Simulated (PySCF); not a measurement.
```xyz
2

Hf    0.0000    0.0000   -0.1230
N     0.0000    0.0000    1.5810
```

Core potentials replace the inner electrons of Hf.

All numbers below come from PBE0/cc-pVDZ(-PP), non-relativistic Hamiltonian with scalar-relativistic core potentials where named, at a bond length of 1.704 Å (PySCF).

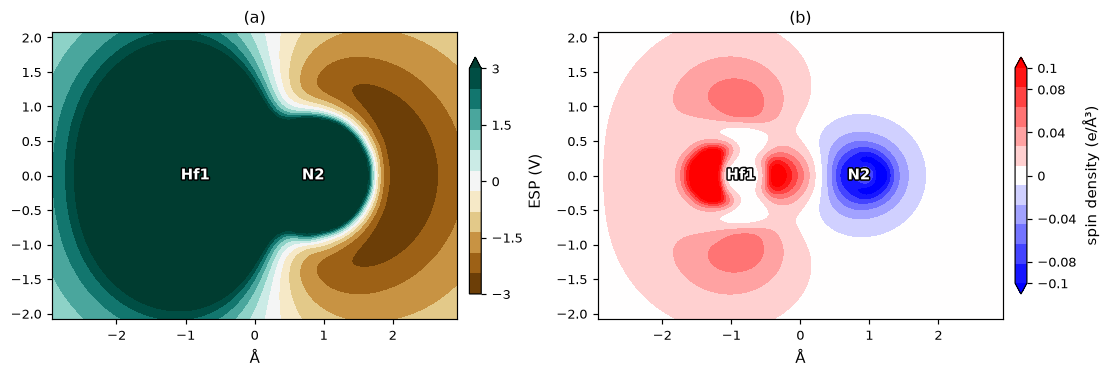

HfN (doublet). (a) electrostatic potential; (b) spin density (α minus β) on a plane that holds the molecular axis.

Q: What does the map show?

A:
- Atoms in the plane: Hf and N.
- The unpaired spin (1 electron) lies mostly on Hf1 (about 1.1), in electrons by Hirshfeld's partition, with opposite, polarisation-induced spin on N2.
- Outside the dense part of the molecule the potential is most negative (−3.0 V) near N2.
